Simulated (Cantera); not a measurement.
Charge: 1 mol C2H6, 6.7 mol H2, 30 mol N2, equilibrated at 1 atm.

Equilibrium computed with Cantera from the NASA thermochemical tables; the gas is ideal and each condensed phase is pure. Candidate condensed phases: C, C6H6, C7H8, C8H18; 92 gas species. Kinetics and transport are ignored.

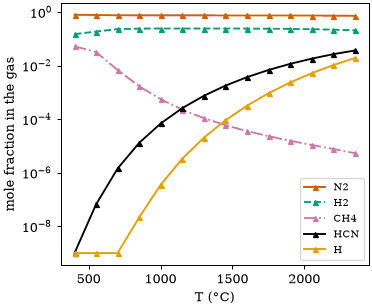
*Equilibrium gas composition (values under 1e-9 drawn at 1e-9)*

At 402 °C nothing is condensed. From 552 °C to 2202 °C the condensed part is C(graphite). At 2352 °C nothing is condensed. The main C-bearing gas is CH4 at 402 °C and HCN at 2352 °C.
